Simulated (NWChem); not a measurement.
# CH3NaS (SMILES C[S][Na]): MP2/def2-TZVP

What is the vertical ionisation energy of CH3NaS at MP2/def2-TZVP? 

Program for the calculation: NWChem 7.3.0.

### 1 The system as given

CH3NaS: 6 atoms, total charge 0, spin state singlet. SMILES: `C[S][Na]`. Geometry: relaxed at PBE0-D4/def2-TZVP.

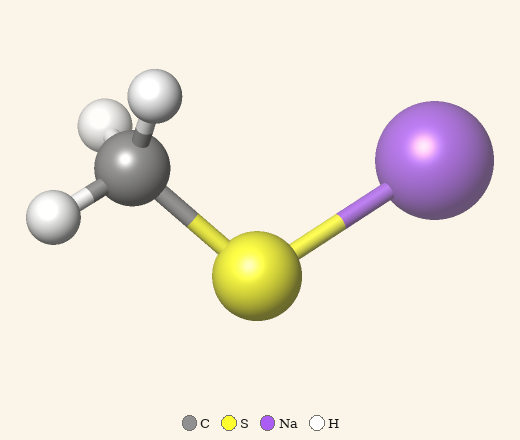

Viewed from a chosen angle; carbon grey, sulfur yellow, sodium purple, hydrogen white.

### 2 The energy at MP2/def2-TZVP

Input file ch3nas.nw:

```
start ch3nas
title "CH3NaS energy"
memory stack 880 mb heap 220 mb global 1100 mb
charge 0
geometry units au noautosym nocenter noautoz
 C   -0.78064586   0.62682216  -0.74058367
 S   -0.31917474  -2.31000121   0.99607464
 Na   3.84615958  -2.04657339   3.12088269
 H   -2.61859349   0.55312284  -1.67599810
 H    0.65176654   0.90083244  -2.20153094
 H   -0.77951203   2.27579717   0.50115537
end
basis spherical bse
 C library def2-TZVP
 S library def2-TZVP
 Na library def2-TZVP
 H library def2-TZVP
end
scf
 thresh 1e-08
 maxiter 80
 print low
end
mp2
 freeze core 7
 tight
end
task mp2
```

On the command line:

```console
$ nwchem ch3nas.nw > ch3nas.out
```

The program printed:

```text
[...]
  functions       =   118
[...]
  wavefunction    = RHF
[...]
         Total SCF energy =   -599.044234601181
      One-electron energy =  -1032.067547577812
      Two-electron energy =    332.996273594145
 Nuclear repulsion energy =    100.027039382486
        Time for solution =     37.3s
[...]
          Total MP2 energy          -599.564025732798
[...]
```

Run time: 45 s. Hardware: 1 thread of Intel Xeon Platinum 8488C (Sapphire Rapids), shared host; peak memory 0.39 GiB.

### 3 The doublet cation, same level

Input file mol.nw:

```
start mol
title "CH3NaS mp2"
memory 2200 mb
charge 1

geometry units angstroms noautosym nocenter noautoz
 C     -0.413100     0.331700    -0.391900
 S     -0.168900    -1.222400     0.527100
 Na     2.035300    -1.083000     1.651500
 H     -1.385700     0.292700    -0.886900
 H      0.344900     0.476700    -1.165000
 H     -0.412500     1.204300     0.265200
end

basis spherical bse
 C library def2-TZVP
 S library def2-TZVP
 Na library def2-TZVP
 H library def2-TZVP
end

scf
 doublet
 uhf
 thresh 1e-08
 maxiter 80
 print low
end

mp2
 freeze core 7
 tight
end

task mp2 energy
```

On the command line:

```console
$ nwchem mol.nw > mol.out
```

The program printed:

```text
[...]
  functions       =   118
[...]
  wavefunction    = UHF
[...]
         Total SCF energy =   -598.836030740985
      One electron energy =  -1022.897452392555
      Two electron energy =    324.034375128160
 Nuclear repulsion energy =    100.027046523410
                       Sz =      0.5000
                 Sz(Sz+1) =      0.7500
                      S^2 =      0.7643
[...]
          Total MP2 energy          -599.311851554947
[...]
```

Wall time 85 s (1 thread of Intel Xeon Platinum 8488C (Sapphire Rapids), shared host); peak memory 0.39 GiB.

### 4 Results

Level: MP2/def2-TZVP, 7 core orbitals frozen.

| quantity | value |
| --- | --- |
| singlet CH3NaS: total energy | -599.56403 Eh |
| singlet CH3NaS: correlation energy (7 core orbitals frozen) | -519.8 mEh |
| doublet cation: total energy | -599.31185 Eh |
| doublet cation: correlation energy (7 core orbitals frozen) | -475.8 mEh |
| doublet cation: ⟨S²⟩ of the reference determinant | 0.764 |
| vertical ionisation energy (to the doublet cation) | 6.862 eV |

**Reading.** Removing an electron at fixed nuclei costs 6.86 eV (662 kJ/mol).
